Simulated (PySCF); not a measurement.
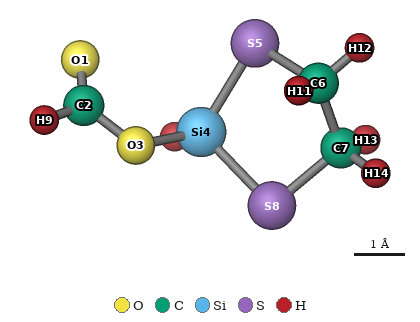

The structure as given in the input (ball-and-stick view, seen at a tilt; atoms are numbered from 1 in the order of the input).

# What a change does: NMR shielding calculation on C3H6O2S2Si

System: C3H6O2S2Si, SMILES O=CO[SiH]1SCCS1.
Method of the first run: GIAO WP04/pcSseg-1 NMR shielding, non-relativistic, gas phase (PySCF 2.14.0).

The geometry comes from this level: PBE0-D3(BJ)/def2-SVP. Text and figures count atoms from 1; the logs count them from 0 in places.

**The input, the first run**
```
{"job": {"kind": "nmr", "xc": "WP04", "basis": "pcSseg-1", "pop": false}, "charge": 0, "multiplicity": 1}
O      3.324074    -0.520220    -0.194237
C      3.029224    -0.186617     0.919138
O      1.873432     0.385485     1.247900
Si     0.750460     0.718285    -0.012318
S     -0.120043    -0.993316    -0.922354
C     -1.623468    -0.967231     0.129068
C     -2.170074     0.436011     0.276394
S     -0.924892     1.582825     0.983915
H      3.680837    -0.318904     1.807998
H      1.446834     1.596208    -0.978704
H     -1.388497    -1.405655     1.110514
H     -2.354011    -1.617941    -0.375894
H     -2.510244     0.828899    -0.693178
H     -3.020043     0.448528     0.976401
```

The first line tells a small driver script what to run in PySCF; the rest is the geometry in Å.

Launched with:
```bash
OMP_NUM_THREADS=1 python <driver script> task.json out
```

Hardware: 1 CPU thread, shared host.

**Output (the first run)**
```
coarse grid: 14024 points
cycle   1  E = -1370.5568325643  dE =  1.197e+00  |g| = 1.359e+00  |ddm| = 3.674e+00
cycle   2  E = -1369.6991474349  dE =  8.577e-01  |g| = 2.442e+00  |ddm| = 2.615e+00
cycle   3  E = -1370.8333922713  dE = -1.134e+00  |g| = 4.962e-01  |ddm| = 1.964e+00
cycle   4  E = -1370.8732352377  dE = -3.984e-02  |g| = 2.242e-01  |ddm| = 4.146e-01
cycle   5  E = -1370.8812466952  dE = -8.011e-03  |g| = 5.719e-02  |ddm| = 1.520e-01
cycle   6  E = -1370.8818885229  dE = -6.418e-04  |g| = 1.300e-02  |ddm| = 6.524e-02
cycle   7  E = -1370.8819283053  dE = -3.978e-05  |g| = 4.151e-03  |ddm| = 1.841e-02
cycle   8  E = -1370.8819329839  dE = -4.679e-06  |g| = 1.055e-03  |ddm| = 5.743e-03
final grid: 123696 points
cycle   9  E = -1370.9763331303  dE = -3.837e-05  |g| = 8.596e-03  |ddm| = 2.535e-02
cycle  10  E = -1370.9762973889  dE =  3.574e-05  |g| = 1.594e-02  |ddm| = 1.452e-02
cycle  11  E = -1370.9763464563  dE = -4.907e-05  |g| = 2.705e-03  |ddm| = 1.031e-02
cycle  12  E = -1370.9763477614  dE = -1.305e-06  |g| = 6.002e-04  |ddm| = 1.821e-03
cycle  13  E = -1370.9763478324  dE = -7.098e-08  |g| = 1.512e-04  |ddm| = 6.579e-04
cycle  14  E = -1370.9763478375  dE = -5.082e-09  |g| = 5.489e-05  |ddm| = 2.213e-04
cycle  15  E = -1370.9763478384  dE = -8.599e-10  |g| = 1.101e-05  |ddm| = 7.673e-05
converged SCF energy = -1370.9763478384

GIAO shielding tensors (ppm)
atom      isotropic    diamagn.    paramagn.     s11        s22        s33       span
  0 O     -140.115     404.690    -544.805   -388.096   -277.776    245.527    633.623
  1 C        5.946     244.473    -238.527    -96.411     50.515     63.733    160.144
  2 O       76.483     404.630    -328.148    -67.980    139.388    158.039    226.019
  3 Si     306.357     882.734    -576.377    271.784    308.236    339.052     67.267
  4 S      512.741    1064.242    -551.500    401.299    490.522    646.403    245.105
  5 C      129.408     253.836    -124.428     96.067    142.483    149.675     53.608
  6 C      127.466     252.356    -124.889     90.709    143.035    148.655     57.946
  7 S      545.995    1062.610    -516.615    423.543    497.069    717.372    293.828
  8 H       23.883      23.963      -0.080     19.715     23.483     28.451      8.736
  9 H       26.012      29.940      -3.928     22.072     24.040     31.922      9.850
 10 H       28.975      32.495      -3.520     23.988     26.936     36.001     12.013
 11 H       28.759      29.899      -1.140     22.708     26.888     36.680     13.971
 12 H       29.008      30.819      -1.812     23.571     27.065     36.387     12.815
 13 H       28.657      28.693      -0.036     22.545     26.794     36.631     14.085
```

The input of the second run differs as follows (lines with − go, lines with + come):
```diff
-"xc": "WP04"
+"xc": "PBE0"
-"pop": false
```

What does this change do to the results?

The total energies belong to different methods, so their difference says nothing on which is more stable or more accurate. The HOMO goes from −8.39 to −7.36 eV. The LUMO goes from −2.75 to −0.58 eV. The dipole moment goes from 2.64 to 2.69 D. Of all shieldings, the largest change is that of S8, by +56.9 ppm. The functional changes from WP04 to PBE0. Exact exchange removes part of the self-interaction error of semilocal functionals, which pushes filled and empty levels apart. The SCF takes 14 iterations against 15.

**Output (the second run)**
```
coarse grid: 14024 points
cycle   1  E = -1353.3625147775  dE =  1.242e+00  |g| = 9.170e-01  |ddm| = 3.604e+00
cycle   2  E = -1353.0509809688  dE =  3.115e-01  |g| = 1.588e+00  |ddm| = 1.641e+00
cycle   3  E = -1353.5105253408  dE = -4.595e-01  |g| = 2.644e-01  |ddm| = 1.102e+00
cycle   4  E = -1353.5223662249  dE = -1.184e-02  |g| = 8.920e-02  |ddm| = 2.136e-01
cycle   5  E = -1353.5236637946  dE = -1.298e-03  |g| = 1.976e-02  |ddm| = 6.393e-02
cycle   6  E = -1353.5237492589  dE = -8.546e-05  |g| = 5.041e-03  |ddm| = 2.603e-02
cycle   7  E = -1353.5237551949  dE = -5.936e-06  |g| = 1.430e-03  |ddm| = 7.122e-03
final grid: 123696 points
cycle   8  E = -1353.5948789197  dE = -1.320e-05  |g| = 1.320e-02  |ddm| = 2.621e-02
cycle   9  E = -1353.5948265400  dE =  5.238e-05  |g| = 2.086e-02  |ddm| = 2.266e-02
cycle  10  E = -1353.5949118764  dE = -8.534e-05  |g| = 2.475e-03  |ddm| = 1.451e-02
cycle  11  E = -1353.5949129620  dE = -1.086e-06  |g| = 5.173e-04  |ddm| = 1.757e-03
cycle  12  E = -1353.5949130146  dE = -5.261e-08  |g| = 1.032e-04  |ddm| = 4.998e-04
cycle  13  E = -1353.5949130170  dE = -2.389e-09  |g| = 2.554e-05  |ddm| = 1.345e-04
cycle  14  E = -1353.5949130172  dE = -1.728e-10  |g| = 9.695e-06  |ddm| = 4.281e-05
converged SCF energy = -1353.5949130172

GIAO shielding tensors (ppm)
atom      isotropic    diamagn.    paramagn.     s11        s22        s33       span
  0 O     -146.679     402.645    -549.323   -406.083   -276.601    242.647    648.730
  1 C       18.130     243.649    -225.519    -82.082     60.524     75.948    158.030
  2 O       80.546     401.946    -321.400    -59.144    137.174    163.609    222.753
  3 Si     317.520     879.349    -561.829    279.214    324.921    348.425     69.211
  4 S      563.899    1059.411    -495.511    457.356    557.006    677.335    219.980
  5 C      145.074     252.517    -107.443    113.407    155.340    166.474     53.067
  6 C      142.913     251.211    -108.298    107.238    155.811    165.689     58.451
  7 S      602.846    1058.199    -455.353    481.156    568.286    759.097    277.940
  8 H       23.460      23.650      -0.190     18.960     22.936     28.483      9.523
  9 H       25.047      28.622      -3.575     21.019     22.983     31.140     10.121
 10 H       28.672      31.471      -2.799     23.174     26.512     36.331     13.158
 11 H       28.338      30.054      -1.716     21.739     26.354     36.922     15.183
 12 H       28.720      30.277      -1.557     22.757     26.636     36.768     14.011
 13 H       28.223      29.095      -0.873     21.550     26.261     36.857     15.307
```

**The two runs side by side**

| quantity | the first run | the second run |
| --- | --- | --- |
| outcome | converged | converged |
| total energy (hartree) | −1370.976348 | −1353.594913 |
| HOMO (eV) | −8.39 | −7.36 |
| LUMO (eV) | −2.75 | −0.58 |
| dipole moment (D) | 2.64 | 2.69 |
| shielding of O1 (ppm) | −140.1 | −146.7 |
| shielding of C2 (ppm) | 5.9 | 18.1 |
| shielding of Si4 (ppm) | 306.4 | 317.5 |
| shielding of S5 (ppm) | 512.7 | 563.9 |
| shielding of C6 (ppm) | 129.4 | 145.1 |
| shielding of C7 (ppm) | 127.5 | 142.9 |
| shielding of S8 (ppm) | 546.0 | 602.8 |
| SCF iterations | 15 | 14 |
| basis functions | 187 | 187 |
| wall time (shared host) | 58 s | 64 s |
